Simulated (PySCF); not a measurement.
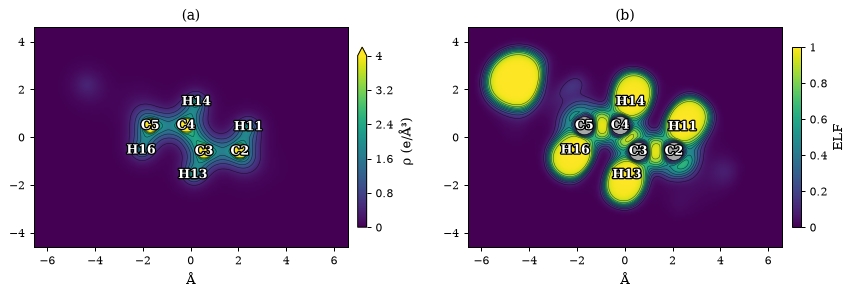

Figure. C5H12OSi. (a) electron density; (b) electron localisation function on the plane of atoms C3, C4 and H14. Grey discs cover the atomic cores in the ELF map.

Geometry: GFN2-xTB.

Theory: B3LYP/def2-SVPD, SCF density, gas phase (PySCF).

```yaml
atoms:
  - { symbol: C, position_ang: [-3.1069, 0.9744, 0.1603] }
  - { symbol: C, position_ang: [-2.4507, -0.2683, -0.4422] }
  - { symbol: C, position_ang: [-1.1253, -0.5334, 0.1965] }
  - { symbol: C, position_ang: [0.0329, -0.5493, -0.4405] }
  - { symbol: C, position_ang: [1.3559, -0.8016, 0.2130] }
  - { symbol: O, position_ang: [2.2374, 0.2421, -0.0973] }
  - { symbol: Si, position_ang: [3.7738, 0.4583, 0.3549] }
  - { symbol: H, position_ang: [-3.2356, 0.8541, 1.2337] }
  - { symbol: H, position_ang: [-4.0832, 1.1447, -0.2872] }
  - { symbol: H, position_ang: [-2.4867, 1.8502, -0.0154] }
  - { symbol: H, position_ang: [-2.3253, -0.1361, -1.5178] }
  - { symbol: H, position_ang: [-3.1050, -1.1297, -0.2790] }
  - { symbol: H, position_ang: [-1.1553, -0.7156, 1.2638] }
  - { symbol: H, position_ang: [0.0863, -0.3534, -1.5028] }
  - { symbol: H, position_ang: [1.7772, -1.7498, -0.1525] }
  - { symbol: H, position_ang: [1.2389, -0.8816, 1.3008] }
  - { symbol: H, position_ang: [4.0374, 1.7193, -0.3162] }
  - { symbol: H, position_ang: [4.6254, -0.6442, -0.1064] }
  - { symbol: H, position_ang: [3.8992, 0.5293, 1.8149] }
```

### Read the bonding off the picture.

Atoms in the plane: C and H.
C–C (1.32 Å): the density is about 2.4 e/Å³ at the midpoint; the ELF peaks at about 0.95 between the atoms: a short, multiple covalent bond.
C–H (1.08 Å): ρ is about 2 e/Å³ halfway; the ELF climbs to about 1 towards the hydrogen, as it does in any bond to H: a covalent bond by its length.
C–C (1.49 Å): ρ is about 1.8 e/Å³ halfway; the ELF peaks at about 0.95 between the atoms (localised, covalent bonding).
